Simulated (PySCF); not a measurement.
**InBr: density, localisation and related maps**

```xyz
2

In    0.0000    0.0000   -1.0546
Br    0.0000    0.0000    1.5354
```

Core potentials replace the inner electrons of In.

These are results of PBE0/cc-pVDZ(-PP), non-relativistic Hamiltonian with scalar-relativistic core potentials where named, at a bond length of 2.590 Å (PySCF 2.14.0), not measurements.

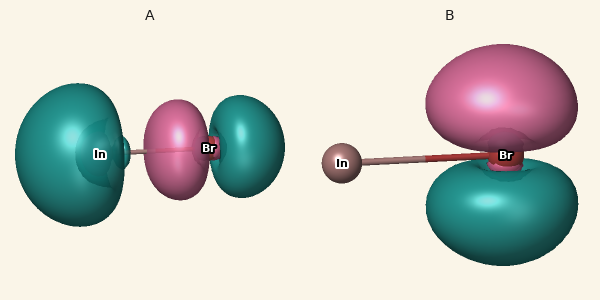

Figure 1. Two frontier orbitals, each drawn at the value that holds 80 % of its norm (teal and pink are the two phases), in no order; of a degenerate pair one member is drawn.

**Name the orbitals and rank them from lowest to highest energy.**

Orbital B: π, occupied, −7.63 eV; mainly on Br (90 %).
Orbital A: σ, occupied, −7.07 eV; shared between the atoms (In 55 %, Br 45 %).

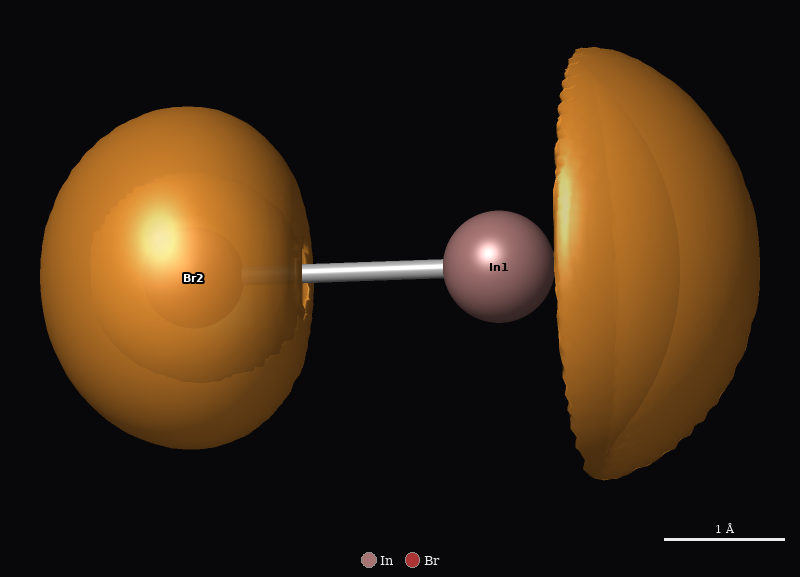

Figure 2. Isosurface of the ELF at 0.75 (orange), seen from one side. Only the valence region is drawn (cores and ρ < 0.01 e/Å³ removed).

**Where are the electrons localised?**

At this value the surface marks out one lobe on In, pointing away from the bonds (lone pairs) and one region wrapped around Br (its valence shell).


In–Br (2.59 Å): the ELF peaks at about 0.75 in the valence shell of Br, 1.0 Å from its nucleus, and drops to about 0.15 between the two atoms.

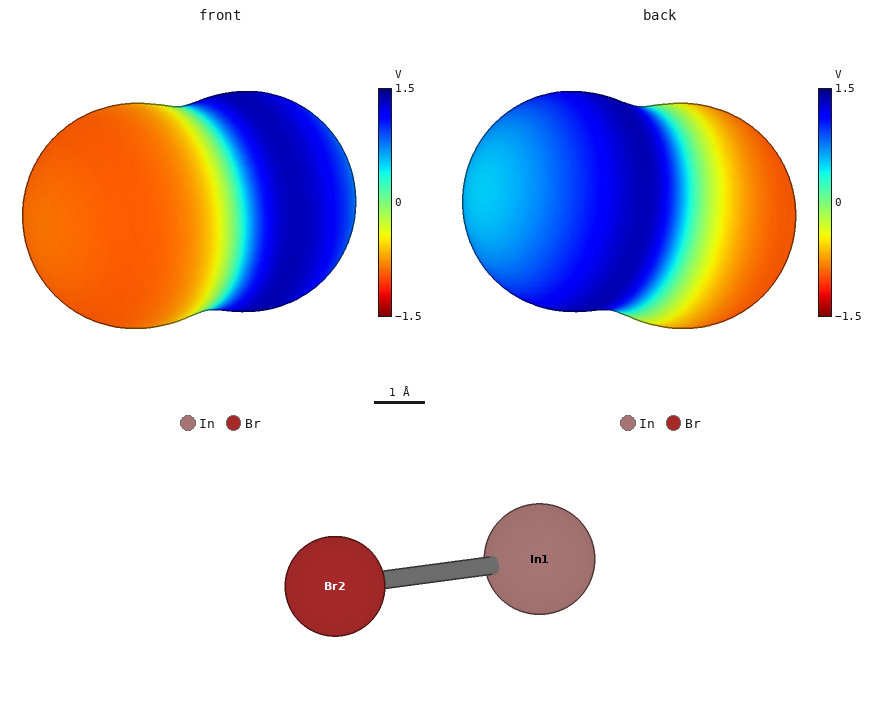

Figure 3. The molecular electrostatic potential painted on the density surface at 0.001 e/bohr³, seen from the front and from behind; the colour scale runs from red (negative) to blue (positive). The bare structure is drawn below in the same view.

**Where is the surface potential most negative and most positive?**

The most negative region (about −0.9 V, or −21 kcal/mol for a unit charge) lies over Br2, the most positive (about +1.4 V, or +32 kcal/mol for a unit charge) over In1.

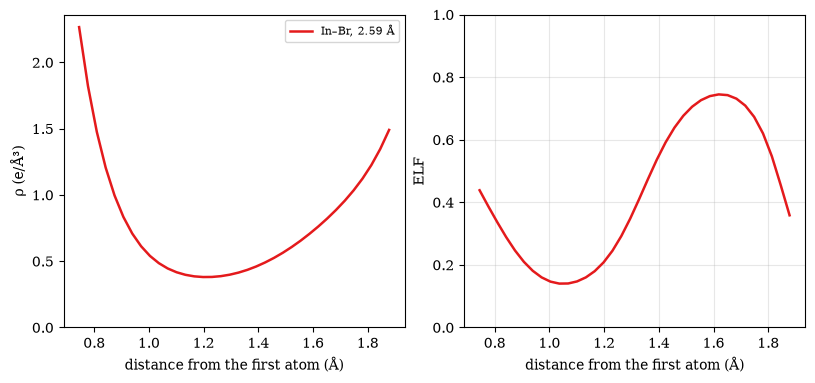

Figure 4. Electron density and ELF along straight lines between neighbouring atoms. The curves leave out the atomic cores.

**What can be read from the curves?**

In–Br (2.59 Å): ρ is about 0.4 e/Å³ halfway; the ELF peaks at about 0.75 in the valence shell of Br, 1.0 Å from its nucleus, and drops to about 0.15 between the two atoms.
